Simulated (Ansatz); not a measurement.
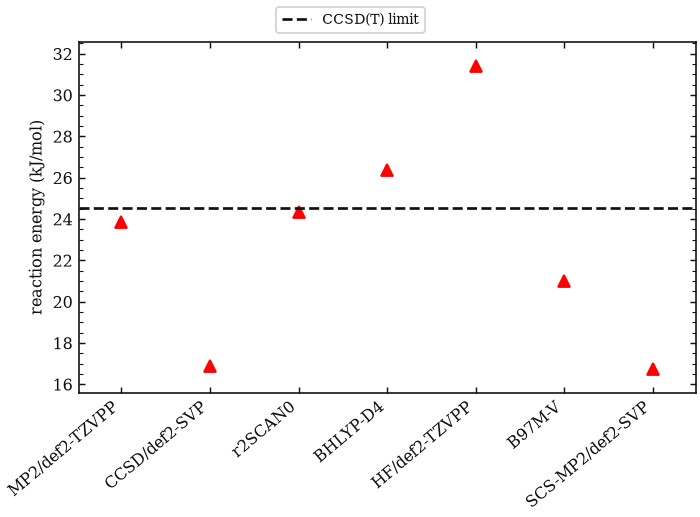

Electronic reaction energy of GaBNH₅ (B[NH][GaH2]) + SiSbH₅O ([SiH3][O][SbH2]) → GaSbH₄O ([GaH2][O][SbH2]) + BSiNH₆ (BN[SiH3]) (SMILES in brackets) at several levels (functionals in def2-TZVPP unless a basis is named), isolated molecules at PBE0-D4 triple-zeta geometries, minima by their frequencies, no zero-point or thermal terms, the Ansatz code 0.2.0. The line is frozen-core CCSD(T) at the basis limit (MP2 extrapolated from triple and quadruple zeta, plus CCSD(T) less MP2 in a smaller set). No dispersion term is added to r2SCAN0. The distance of MP2/def2-TZVPP, CCSD/def2-SVP and SCS-MP2/def2-SVP to the limit includes basis error. Core potentials past Kr.

**Which level comes closest to the line (CCSD(T) limit), and which misses most?**

Closest r2SCAN0 (24.3 kJ/mol), against 24.5 kJ/mol; farthest SCS-MP2/def2-SVP (16.8 kJ/mol).

**Give the values.**

| level | kJ/mol | less CCSD(T) limit |
| --- | --- | --- |
| MP2/def2-TZVPP | 23.9 | −0.7 |
| CCSD/def2-SVP | 16.9 | −7.6 |
| r2SCAN0 | 24.3 | −0.2 |
| BHLYP-D4 | 26.4 | 1.9 |
| HF/def2-TZVPP | 31.4 | 6.9 |
| B97M-V | 21.0 | −3.5 |
| SCS-MP2/def2-SVP | 16.8 | −7.8 |
| CCSD(T) limit | 24.5 | 0.0 |

Note: no scalar relativity up to krypton; outer-core shells are correlated without core-valence functions, which makes the correlated values less sure; spin-orbit coupling is left out, and with Sb it can shift these values.
